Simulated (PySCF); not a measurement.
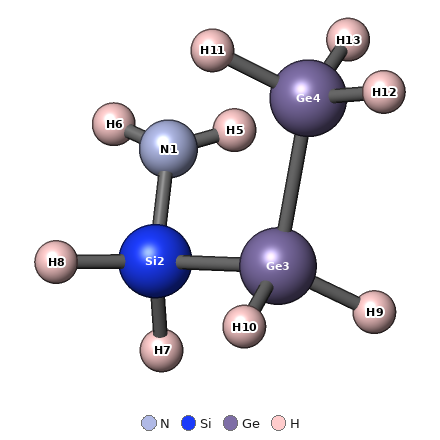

Ge₂SiNH₉, SMILES N[SiH2][GeH2][GeH3], singlet. Vertical core-electron binding energies by ΔSCF (SCAN, pcX-2 on the ionised atom, pcseg-1 elsewhere, spin-free X2C; PySCF, at a PBE0-D3(BJ)/def2-SVP geometry (no frequency check)), gas phase, against the vacuum level. One atom of each kind was ionised; within a panel, areas follow the number of like atoms and 2j + 1 (2p levels are split by first-order spin-orbit coupling, an approximation), each panel is scaled alone, Gaussians of 0.4 eV full width. Only the regions named are shown.

**Predict the Si 2p, Si 1s and N 1s photoelectron lines.**

```
   level  atoms  binding energy (eV)
Si 2p1/2    Si2                107.3
Si 2p3/2    Si2                106.6
   Si 1s    Si2               1846.5
    N 1s     N1                404.7
```

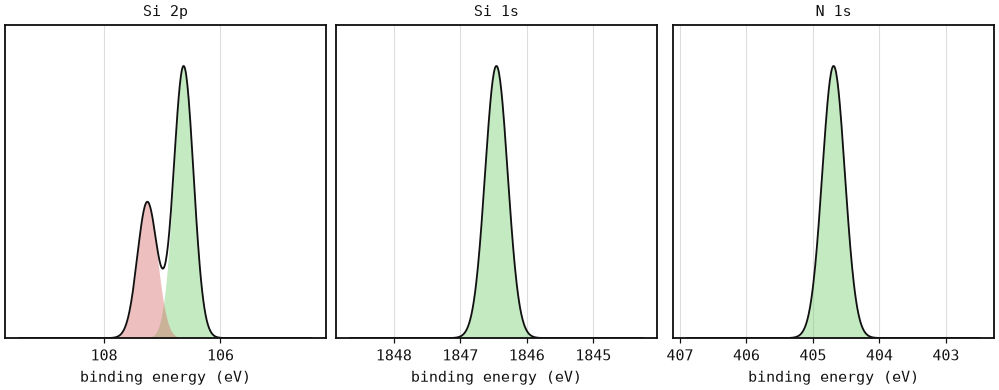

Caveats: one conformer of a flexible molecule.
